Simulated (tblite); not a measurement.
## Run report: C$_{9}$H$_{20}$OSi, geometry relaxation

C$_{9}$H$_{20}$OSi, computed with GFN2-xTB geometry optimisation, gas phase (tblite 0.8.0).

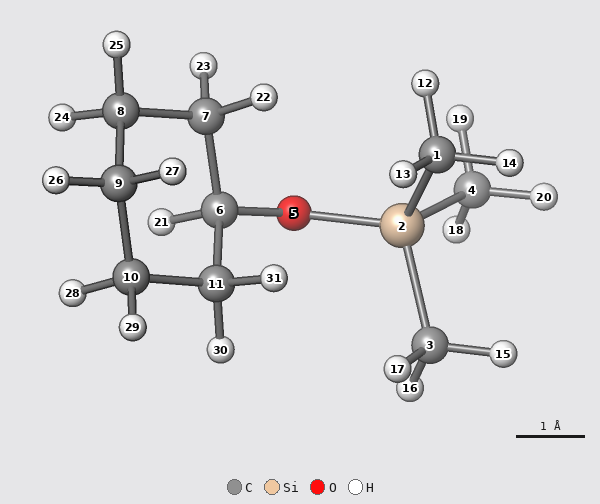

Figure 1. The starting structure (ball-and-stick view, seen at a tilt; atoms are numbered from 1 in the order of the input).

Results in brief

```tsv
quantity	value
outcome	converged
total energy	−961.2444 eV
hardware	1 CPU thread, shared host
wall time	1.6 s
peak memory	0.19 GiB
```

Input file
```
{"job": {"xc": "GFN2-xTB", "basis": "xTB", "kind": "relax"}, "charge": 0, "multiplicity": 1}
C     -1.574100     0.167600     1.840700
Si    -2.035900    -0.039000     0.023100
C     -2.426500     1.644800    -0.684500
C     -3.620200    -1.061200    -0.039900
O     -0.854700    -0.816100    -0.860400
C      0.550600    -0.598500    -0.816800
C      1.215300    -1.357100     0.339400
C      2.741700    -1.227600     0.309800
C      3.183500     0.224500     0.256300
C      2.531600     0.972900    -0.907000
C      1.009700     0.865000    -0.878500
H     -1.383000    -0.801100     2.309600
H     -0.705000     0.806300     1.969100
H     -2.403900     0.639000     2.382900
H     -3.295100     2.097900    -0.166400
H     -2.688100     1.562700    -1.737100
H     -1.588000     2.336000    -0.584400
H     -3.954000    -1.194400    -1.066200
H     -3.449100    -2.057700     0.402300
H     -4.409900    -0.575600     0.542100
H      0.921600    -1.062300    -1.731900
H      0.851200    -0.983200     1.307000
H      0.931800    -2.409600     0.317100
H      3.117500    -1.768600    -0.574000
H      3.169100    -1.714100     1.190600
H      4.260000     0.276600     0.173000
H      2.912100     0.726700     1.197300
H      2.909100     0.565600    -1.854000
H      2.832600     2.029700    -0.883200
H      0.586600     1.355300    -1.753000
H      0.651300     1.425000    -0.008200
```

The first line tells a small driver script what to run in tblite; the rest is the geometry in Å.

Run as:
```bash
OMP_NUM_THREADS=1 python <driver script> task.json out
```

Output
```
step      E/eV     max force
  0    -961.02585    1.137
  1    -961.09740    0.570
  2    -961.11659    0.404
  3    -961.14222    0.372
  4    -961.15737    0.301
  5    -961.16745    0.215
  6    -961.17523    0.201
  7    -961.18238    0.208
  8    -961.18747    0.152
  9    -961.19122    0.115
 10    -961.19463    0.116
 11    -961.19830    0.151
 12    -961.20196    0.180
 13    -961.20514    0.134
 14    -961.20788    0.094
 15    -961.21064    0.103
 16    -961.21371    0.127
 17    -961.21671    0.128
 18    -961.21904    0.095
 19    -961.22067    0.089
 20    -961.22202    0.093
 21    -961.22327    0.084
 22    -961.22438    0.064
 23    -961.22541    0.071
 24    -961.22657    0.099
 25    -961.22797    0.111
 26    -961.22946    0.093
 27    -961.23078    0.065
 28    -961.23183    0.070
 29    -961.23270    0.068
 30    -961.23339    0.047
 31    -961.23387    0.038
 32    -961.23387    0.038
 33    -961.23406    0.028
 34    -961.23446    0.034
 35    -961.23458    0.034
 36    -961.23503    0.042
 37    -961.23539    0.045
 38    -961.23580    0.039
 39    -961.23610    0.036
 40    -961.23640    0.036
 41    -961.23672    0.040
 42    -961.23706    0.037
 43    -961.23736    0.033
 44    -961.23759    0.024
 45    -961.23777    0.023
 46    -961.23794    0.027
 47    -961.23811    0.034
 48    -961.23829    0.033
 49    -961.23847    0.030
 50    -961.23869    0.026
 51    -961.23895    0.040
 52    -961.23922    0.035
 53    -961.23945    0.029
 54    -961.23967    0.028
 55    -961.23988    0.040
 56    -961.24010    0.046
 57    -961.24029    0.029
 58    -961.24044    0.026
 59    -961.24057    0.025
 60    -961.24071    0.030
 61    -961.24086    0.032
 62    -961.24102    0.034
 63    -961.24118    0.030
 64    -961.24138    0.043
 65    -961.24159    0.044
 66    -961.24178    0.026
 67    -961.24192    0.025
 68    -961.24204    0.028
 69    -961.24216    0.034
 70    -961.24226    0.023
 71    -961.24234    0.017
 72    -961.24241    0.016
 73    -961.24248    0.025
 74    -961.24257    0.025
 75    -961.24265    0.014
 76    -961.24271    0.013
 77    -961.24276    0.018
 78    -961.24283    0.025
 79    -961.24293    0.024
 80    -961.24305    0.024
 81    -961.24316    0.017
 82    -961.24322    0.015
 83    -961.24326    0.010
 84    -961.24328    0.010
 85    -961.24331    0.013
 86    -961.24335    0.016
 87    -961.24338    0.014
 88    -961.24340    0.009
 89    -961.24342    0.011
 90    -961.24344    0.012
 91    -961.24346    0.016
 92    -961.24350    0.016
 93    -961.24354    0.015
 94    -961.24358    0.016
 95    -961.24362    0.019
 96    -961.24367    0.020
 97    -961.24371    0.013
 98    -961.24374    0.008
 99    -961.24375    0.010
100    -961.24377    0.010
101    -961.24378    0.009
102    -961.24379    0.006
103    -961.24380    0.006
104    -961.24381    0.008
105    -961.24382    0.008
106    -961.24383    0.006
107    -961.24384    0.006
108    -961.24384    0.006
109    -961.24385    0.009
110    -961.24387    0.010
111    -961.24388    0.008
112    -961.24390    0.008
113    -961.24391    0.007
114    -961.24392    0.007
115    -961.24393    0.007
116    -961.24394    0.007
117    -961.24394    0.007
118    -961.24395    0.008
119    -961.24397    0.009
120    -961.24398    0.007
121    -961.24400    0.007
122    -961.24401    0.008
123    -961.24402    0.014
124    -961.24404    0.016
125    -961.24406    0.012
126    -961.24407    0.005
127    -961.24408    0.006
128    -961.24409    0.010
129    -961.24410    0.011
130    -961.24412    0.009
131    -961.24413    0.007
132    -961.24414    0.011
133    -961.24416    0.018
134    -961.24419    0.023
135    -961.24424    0.021
136    -961.24428    0.013
137    -961.24431    0.009
138    -961.24433    0.009
139    -961.24434    0.010
140    -961.24435    0.008
141    -961.24436    0.005
142    -961.24437    0.005
143    -961.24437    0.005
144    -961.24438    0.004
```

Trajectory as extended XYZ (Å, eV, eV/Å), 7 of the 12 frames kept, from step=0 to step=144
```
31
Properties=species:S:1:pos:R:3:forces:R:3 step=0 energy=-961.02585
C    -1.5741    0.1676    1.8407   -0.2370   0.0790   0.5820
Si   -2.0359   -0.0390    0.0231    0.7270  -0.8130  -0.3230
C    -2.4265    1.6448   -0.6845   -0.5330   0.9950  -0.0060
C    -3.6202   -1.0612   -0.0399   -0.0190  -0.6580   0.2010
O    -0.8547   -0.8161   -0.8604   -0.0160   0.6780   0.6400
C     0.5506   -0.5985   -0.8168    0.0950  -0.2790  -0.2110
C     1.2153   -1.3571    0.3394   -0.0840   0.2840   0.7030
C     2.7417   -1.2276    0.3098   -0.1250  -0.3740  -0.4180
C     3.1835    0.2245    0.2563   -0.4230   0.3560   0.2780
C     2.5316    0.9729   -0.9070    0.2910  -0.0950  -0.3140
C     1.0097    0.8650   -0.8785   -0.1980   0.1600   0.5570
H    -1.3830   -0.8011    2.3096    0.0260   0.2760  -0.0100
H    -0.7050    0.8063    1.9691    0.0140  -0.0860   0.1100
H    -2.4039    0.6390    2.3829    0.3100  -0.1740  -0.0790
H    -3.2951    2.0979   -0.1664    0.5340  -0.2120  -0.3420
H    -2.6881    1.5627   -1.7371    0.0610   0.1430   0.0390
H    -1.5880    2.3360   -0.5844   -0.2230  -0.0210  -0.1170
H    -3.9540   -1.1944   -1.0662   -0.1000  -0.0430   0.1960
H    -3.4491   -2.0577    0.4023   -0.2070   0.4430  -0.2950
H    -4.4099   -0.5756    0.5421    0.2330  -0.1530  -0.2900
H     0.9216   -1.0623   -1.7319    0.0200  -0.1880  -0.3480
H     0.8512   -0.9832    1.3070    0.0110   0.1550  -0.2810
H     0.9318   -2.4096    0.3171   -0.0350  -0.0200  -0.2400
H     3.1175   -1.7686   -0.5740   -0.0300   0.2120   0.1660
H     3.1691   -1.7141    1.1906   -0.0620   0.0270  -0.0300
H     4.2600    0.2766    0.1730    0.3420   0.0200  -0.0900
H     2.9121    0.7267    1.1973   -0.0320  -0.1360  -0.1650
H     2.9091    0.5656   -1.8540   -0.0660  -0.0460   0.1190
H     2.8326    2.0297   -0.8832   -0.1310  -0.1900   0.0550
H     0.5866    1.3553   -1.7530   -0.0610  -0.1100  -0.1400
H     0.6513    1.4250   -0.0082   -0.0830  -0.2300   0.0530
31
Properties=species:S:1:pos:R:3:forces:R:3 step=26 energy=-961.22946
C    -1.5873    0.2238    1.9324   -0.0110   0.0160  -0.0040
Si   -1.9951    0.0218    0.0757   -0.0570  -0.0710   0.0170
C    -2.4253    1.7202   -0.6826    0.0080  -0.0160   0.0020
C    -3.5115   -1.1101   -0.0899    0.0180  -0.0210  -0.0100
O    -0.8460   -0.7633   -0.7728    0.0010   0.0230  -0.0010
C     0.5502   -0.6307   -0.8340    0.0000  -0.0280  -0.0010
C     1.2088   -1.3506    0.3421    0.0080  -0.0210   0.0020
C     2.7278   -1.2411    0.2725    0.0180  -0.0310   0.0010
C     3.1526    0.2224    0.2555    0.0080   0.0010   0.0120
C     2.5163    0.9374   -0.9299   -0.0080   0.0080  -0.0320
C     0.9975    0.8274   -0.8609   -0.0240  -0.0160  -0.0090
H    -1.3876   -0.7431    2.3872   -0.0090   0.0220   0.0190
H    -0.7203    0.8552    2.1061   -0.0010   0.0180   0.0070
H    -2.4203    0.6688    2.4662   -0.0080   0.0040   0.0320
H    -3.3008    2.1471   -0.2056   -0.0100   0.0310   0.0050
H    -2.6533    1.6077   -1.7382   -0.0060   0.0210  -0.0280
H    -1.6194    2.4418   -0.5999    0.0120   0.0320   0.0260
H    -3.7985   -1.2366   -1.1290   -0.0160   0.0050   0.0420
H    -3.3242   -2.0970    0.3209   -0.0090   0.0100  -0.0070
H    -4.3563   -0.6837    0.4438    0.0370  -0.0350  -0.0610
H     0.8484   -1.1205   -1.7712    0.0340  -0.0050  -0.0230
H     0.8505   -0.8895    1.2627   -0.0060  -0.0460   0.0150
H     0.8963   -2.3958    0.3357   -0.0030  -0.0030   0.0330
H     3.0929   -1.7347   -0.6294   -0.0090  -0.0150  -0.0550
H     3.1711   -1.7509    1.1289    0.0070  -0.0050   0.0420
H     4.2396    0.2992    0.2019    0.0230  -0.0090  -0.0150
H     2.8283    0.7012    1.1806    0.0040   0.0260   0.0460
H     2.8740    0.4900   -1.8580    0.0110  -0.0320  -0.0500
H     2.8060    1.9891   -0.9349    0.0110   0.0370   0.0090
H     0.5334    1.3216   -1.7150    0.0000   0.0470   0.0160
H     0.6401    1.3026    0.0538   -0.0240   0.0540  -0.0290
31
Properties=species:S:1:pos:R:3:forces:R:3 step=52 energy=-961.23922
C    -1.6277    0.2591    1.9448   -0.0050   0.0030  -0.0060
Si   -2.0163    0.0156    0.0875   -0.0110  -0.0330   0.0050
C    -2.4258    1.7294   -0.6520   -0.0010  -0.0060  -0.0010
C    -3.5048   -1.1495   -0.1151    0.0140   0.0000   0.0000
O    -0.8473   -0.7540   -0.7471    0.0040   0.0080  -0.0180
C     0.5481   -0.6238   -0.8203    0.0050  -0.0090  -0.0050
C     1.2135   -1.3509    0.3489   -0.0030  -0.0070   0.0060
C     2.7332   -1.2513    0.2652   -0.0050   0.0090  -0.0030
C     3.1699    0.2103    0.2363    0.0050   0.0010  -0.0120
C     2.5238    0.9306   -0.9436   -0.0200  -0.0060   0.0000
C     1.0032    0.8330   -0.8606   -0.0150  -0.0020   0.0050
H    -1.4079   -0.6877    2.4310   -0.0110   0.0080   0.0020
H    -0.7738    0.9139    2.0999   -0.0080   0.0030   0.0140
H    -2.4704    0.7038    2.4647    0.0030  -0.0070   0.0150
H    -3.3159    2.1489   -0.1948   -0.0110   0.0120  -0.0050
H    -2.6124    1.6549   -1.7192   -0.0060  -0.0010  -0.0130
H    -1.6209    2.4452   -0.5136   -0.0020   0.0140   0.0130
H    -3.7660   -1.2830   -1.1599    0.0070   0.0170   0.0180
H    -3.3077   -2.1332    0.2988    0.0150   0.0170   0.0010
H    -4.3735   -0.7458    0.3953    0.0190  -0.0050  -0.0260
H     0.8393   -1.1152   -1.7597    0.0140  -0.0070  -0.0120
H     0.8606   -0.8995    1.2766    0.0100   0.0030   0.0110
H     0.8943   -2.3939    0.3396    0.0060  -0.0160   0.0170
H     3.0827   -1.7501   -0.6419   -0.0090   0.0000   0.0080
H     3.1820   -1.7591    1.1216   -0.0060   0.0040  -0.0130
H     4.2569    0.2721    0.1583    0.0100   0.0030   0.0040
H     2.8718    0.6987    1.1672    0.0000  -0.0130  -0.0120
H     2.8679    0.4782   -1.8767   -0.0050   0.0050   0.0060
H     2.8226    1.9813   -0.9490   -0.0020  -0.0170  -0.0100
H     0.5373    1.3261   -1.7149    0.0070   0.0140   0.0010
H     0.6513    1.3254    0.0472    0.0030   0.0100   0.0080
31
Properties=species:S:1:pos:R:3:forces:R:3 step=78 energy=-961.24283
C    -1.6702    0.2761    1.9623    0.0010  -0.0030   0.0020
Si   -2.0203    0.0276    0.0977   -0.0090  -0.0200   0.0120
C    -2.4368    1.7428   -0.6349   -0.0040   0.0000  -0.0030
C    -3.4808   -1.1636   -0.1389    0.0000  -0.0040   0.0010
O    -0.8461   -0.7428   -0.7275    0.0010   0.0140  -0.0050
C     0.5478   -0.6186   -0.8034    0.0000  -0.0020   0.0110
C     1.2168   -1.3402    0.3677    0.0100  -0.0010   0.0060
C     2.7355   -1.2615    0.2527    0.0120   0.0040   0.0030
C     3.1919    0.1934    0.2043    0.0030   0.0080  -0.0090
C     2.5278    0.9161   -0.9639   -0.0030   0.0080  -0.0030
C     1.0089    0.8360   -0.8473   -0.0010  -0.0020   0.0010
H    -1.4386   -0.6657    2.4522   -0.0010   0.0000  -0.0010
H    -0.8365    0.9515    2.1380    0.0000  -0.0040  -0.0020
H    -2.5335    0.6991    2.4669    0.0020  -0.0070   0.0020
H    -3.3641    2.1250   -0.2205   -0.0100   0.0100  -0.0050
H    -2.5619    1.6868   -1.7121    0.0000  -0.0050  -0.0140
H    -1.6656    2.4812   -0.4354    0.0080   0.0020   0.0070
H    -3.7025   -1.3095   -1.1908   -0.0060   0.0080   0.0080
H    -3.2706   -2.1389    0.2878   -0.0050   0.0050   0.0020
H    -4.3751   -0.7788    0.3393    0.0060   0.0020  -0.0110
H     0.8371   -1.1148   -1.7419    0.0010   0.0050   0.0100
H     0.8884   -0.8689    1.2951   -0.0020   0.0020  -0.0020
H     0.8853   -2.3797    0.3835   -0.0030   0.0050  -0.0080
H     3.0592   -1.7715   -0.6574   -0.0060  -0.0050   0.0000
H     3.1955   -1.7690    1.1025    0.0020  -0.0060   0.0070
H     4.2778    0.2405    0.1016    0.0040  -0.0030  -0.0010
H     2.9223    0.6909    1.1386   -0.0030  -0.0070  -0.0030
H     2.8458    0.4559   -1.9023   -0.0050   0.0020   0.0020
H     2.8385    1.9625   -0.9817    0.0080   0.0030  -0.0030
H     0.5299    1.3396   -1.6883    0.0030  -0.0060  -0.0020
H     0.6820    1.3280    0.0706   -0.0030  -0.0020  -0.0010
31
Properties=species:S:1:pos:R:3:forces:R:3 step=91 energy=-961.24346
C    -1.6783    0.2697    1.9701    0.0000  -0.0010   0.0000
Si   -2.0272    0.0300    0.1048    0.0050   0.0100  -0.0110
C    -2.4421    1.7435   -0.6367    0.0040  -0.0010  -0.0010
C    -3.4836   -1.1631   -0.1430   -0.0040  -0.0010   0.0000
O    -0.8462   -0.7337   -0.7168    0.0020  -0.0020  -0.0050
C     0.5478   -0.6124   -0.7934    0.0040  -0.0010   0.0030
C     1.2197   -1.3345    0.3759    0.0030   0.0000   0.0020
C     2.7382   -1.2627    0.2511    0.0020   0.0020  -0.0010
C     3.1995    0.1904    0.1947    0.0040   0.0020   0.0020
C     2.5308    0.9152   -0.9695   -0.0020  -0.0010   0.0010
C     1.0121    0.8412   -0.8437   -0.0010  -0.0030   0.0000
H    -1.4402   -0.6745    2.4520    0.0000  -0.0050   0.0020
H    -0.8475    0.9477    2.1482    0.0010   0.0010   0.0010
H    -2.5424    0.6836    2.4802   -0.0040  -0.0010   0.0020
H    -3.3801    2.1257   -0.2458    0.0060  -0.0120   0.0010
H    -2.5428    1.6829   -1.7169    0.0040  -0.0010   0.0050
H    -1.6775    2.4853   -0.4224   -0.0030  -0.0050   0.0000
H    -3.6952   -1.3111   -1.1962   -0.0030   0.0030  -0.0070
H    -3.2782   -2.1370    0.2882    0.0010  -0.0060   0.0060
H    -4.3828   -0.7776    0.3241   -0.0070   0.0090   0.0030
H     0.8355   -1.1113   -1.7309   -0.0030   0.0040   0.0020
H     0.8984   -0.8620    1.3051   -0.0010   0.0060  -0.0020
H     0.8832   -2.3724    0.3927    0.0000   0.0000   0.0000
H     3.0529   -1.7779   -0.6594   -0.0030  -0.0010   0.0000
H     3.2027   -1.7692    1.0995   -0.0070   0.0000   0.0000
H     4.2848    0.2329    0.0849    0.0060  -0.0010  -0.0010
H     2.9378    0.6896    1.1302    0.0000   0.0020   0.0020
H     2.8401    0.4523   -1.9094   -0.0040   0.0010  -0.0020
H     2.8482    1.9596   -0.9907   -0.0040   0.0010  -0.0010
H     0.5309    1.3416   -1.6854    0.0000   0.0000   0.0000
H     0.6895    1.3380    0.0732    0.0030  -0.0030  -0.0010
31
Properties=species:S:1:pos:R:3:forces:R:3 step=117 energy=-961.24394
C    -1.6849    0.2555    1.9718    0.0000   0.0000  -0.0020
Si   -2.0266    0.0253    0.1039   -0.0010   0.0030  -0.0020
C    -2.4349    1.7404   -0.6361    0.0010   0.0010   0.0000
C    -3.4934   -1.1549   -0.1464   -0.0020  -0.0020   0.0000
O    -0.8443   -0.7392   -0.7151    0.0010  -0.0010   0.0050
C     0.5497   -0.6136   -0.7886    0.0010  -0.0010  -0.0010
C     1.2235   -1.3269    0.3847    0.0000   0.0010  -0.0010
C     2.7417   -1.2595    0.2519   -0.0010   0.0010   0.0020
C     3.2071    0.1921    0.1843   -0.0020   0.0010  -0.0010
C     2.5296    0.9154   -0.9762   -0.0010   0.0020  -0.0010
C     1.0116    0.8403   -0.8416   -0.0010  -0.0020  -0.0010
H    -1.4406   -0.6907    2.4470    0.0000   0.0020   0.0020
H    -0.8603    0.9392    2.1577   -0.0010  -0.0010   0.0010
H    -2.5546    0.6582    2.4815    0.0020  -0.0010   0.0020
H    -3.3849    2.1111   -0.2643    0.0020  -0.0020   0.0010
H    -2.5102    1.6859   -1.7186    0.0020   0.0000   0.0020
H    -1.6821    2.4871   -0.3993    0.0010  -0.0020   0.0010
H    -3.7002   -1.3100   -1.1996    0.0020   0.0030  -0.0040
H    -3.3049   -2.1273    0.2961    0.0030  -0.0020   0.0020
H    -4.3907   -0.7525    0.3107   -0.0030   0.0030   0.0000
H     0.8396   -1.1148   -1.7239    0.0030   0.0000  -0.0020
H     0.9080   -0.8426    1.3099   -0.0020  -0.0050   0.0010
H     0.8846   -2.3637    0.4137    0.0010   0.0020   0.0000
H     3.0507   -1.7824   -0.6561   -0.0030   0.0040   0.0020
H     3.2078   -1.7612    1.1022    0.0010  -0.0010  -0.0010
H     4.2916    0.2305    0.0640   -0.0020   0.0000   0.0000
H     2.9556    0.6961    1.1202    0.0020  -0.0010   0.0000
H     2.8336    0.4541   -1.9185   -0.0020  -0.0050   0.0010
H     2.8449    1.9604   -0.9990    0.0010   0.0030  -0.0010
H     0.5256    1.3413   -1.6800    0.0000  -0.0010   0.0020
H     0.6953    1.3358    0.0782   -0.0040   0.0020  -0.0050
31
Properties=species:S:1:pos:R:3:forces:R:3 step=144 energy=-961.24438
C    -1.6916    0.2365    1.9824   -0.0010   0.0000   0.0000
Si   -2.0249    0.0190    0.1113    0.0030   0.0020   0.0000
C    -2.4040    1.7442   -0.6210   -0.0010   0.0000   0.0010
C    -3.5028   -1.1418   -0.1611    0.0000   0.0010   0.0000
O    -0.8460   -0.7589   -0.7001    0.0000   0.0000  -0.0010
C     0.5470   -0.6270   -0.7817    0.0000   0.0000   0.0000
C     1.2300   -1.3251    0.3954   -0.0010   0.0000  -0.0010
C     2.7470   -1.2468    0.2569   -0.0010  -0.0010   0.0000
C     3.2012    0.2075    0.1742    0.0010  -0.0010   0.0000
C     2.5162    0.9129   -0.9927    0.0000   0.0000   0.0010
C     0.9994    0.8292   -0.8519    0.0000  -0.0010   0.0000
H    -1.4406   -0.7112    2.4508   -0.0020   0.0000   0.0000
H    -0.8734    0.9256    2.1760    0.0000  -0.0020   0.0010
H    -2.5658    0.6278    2.4933   -0.0010   0.0000   0.0000
H    -3.3648    2.1132   -0.2764   -0.0010   0.0000   0.0020
H    -2.4432    1.7035   -1.7059    0.0000   0.0000   0.0000
H    -1.6577    2.4857   -0.3496    0.0000   0.0000  -0.0010
H    -3.6871   -1.3032   -1.2176   -0.0010   0.0000  -0.0010
H    -3.3383   -2.1125    0.2944    0.0010  -0.0010   0.0000
H    -4.4042   -0.7220    0.2718   -0.0020   0.0000   0.0010
H     0.8360   -1.1359   -1.7133   -0.0010   0.0000   0.0020
H     0.9130   -0.8369    1.3180    0.0000   0.0000  -0.0020
H     0.8998   -2.3644    0.4332    0.0000   0.0010   0.0010
H     3.0560   -1.7746   -0.6483    0.0010   0.0000   0.0010
H     3.2203   -1.7382    1.1091    0.0010   0.0010   0.0000
H     4.2852    0.2527    0.0518    0.0010   0.0010  -0.0010
H     2.9477    0.7189    1.1055    0.0000   0.0010  -0.0010
H     2.8198    0.4417   -1.9303    0.0000  -0.0020   0.0020
H     2.8245    1.9596   -1.0293    0.0010   0.0010   0.0000
H     0.5066    1.3176   -1.6937    0.0020  -0.0010   0.0000
H     0.6825    1.3324    0.0634    0.0000   0.0000  -0.0020
```
